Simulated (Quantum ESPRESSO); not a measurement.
# Voltage at the next charge: Os(0001), 4 layers against an electrode

Method. Quantum ESPRESSO 7.5, PBEsol, GBRV ultrasoft; ESM with bc3, a metal electrode 7.02 Å above the top atoms; cell area 6.502 Å²; ions fixed. V is the potential energy of an electron at the electrode over the slab's Fermi level, divided by e, so that it equals the work function at zero charge; positive charge removes electrons.

```
charge (e a cell)  V (V)
                0  5.490
           0.0098  6.932
           0.0195  8.372
```

**Question.** What is V at a charge of 0.039 e, and what capacitance do the rows imply?

**Fit.** The last two rows give dV/dq = (8.372 − 6.932)/(0.0195 − 0.0098) = 148.5 V/e, so C = 1602/(6.502 × 148.5) = 1.66 µF/cm², an effective gap of 8.854/1.66 = 5.33 Å. At constant C, V = 8.372 + 148.5 × 0.0195 = 11.27 V.

**Check.** V = 11.292 V; the estimate misses by −0.03 V, 0.9 % of the step. Over the three intervals C goes 1.67, 1.66 and 1.65 µF/cm².

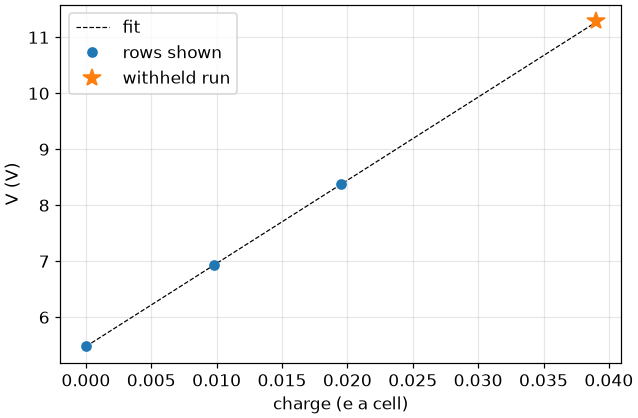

The rows shown, the fit and the withheld run.

Caveats: Vacuum fills the gap; a dielectric or electrolyte would change C. The slab is thin.

[Logs are printed without paths, hosts, clocks, repeated set-up lines and the standing remarks that a program may print on its own settings, such as how far it seeks lower states.]
